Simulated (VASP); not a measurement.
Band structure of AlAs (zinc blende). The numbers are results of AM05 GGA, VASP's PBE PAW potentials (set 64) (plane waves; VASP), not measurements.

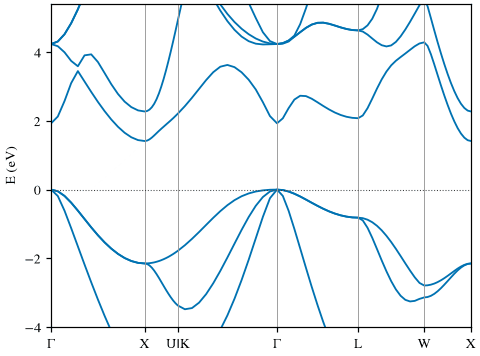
Fig. 1. Bands along high-symmetry lines, zero at the valence-band maximum or, without a gap, the Fermi level

Problem. Read the plot: is there a gap, and where are the band edges?

Solution. The gap is indirect, 1.41 eV, from the valence maximum at Γ to the conduction minimum at X. (Edges off the drawn lines would not show.)

Measured: gap 2.28 eV (computed value off by -0.87 eV), as given by Wei Chen et al., Physical Review Materials (2018), doi:10.1103/physrevmaterials.2.073803 [zero-point renormalisation of 0.04 eV added back (the table's ZPR column)].

The compound is AlAs in the zinc blende structure. It was relaxed first.
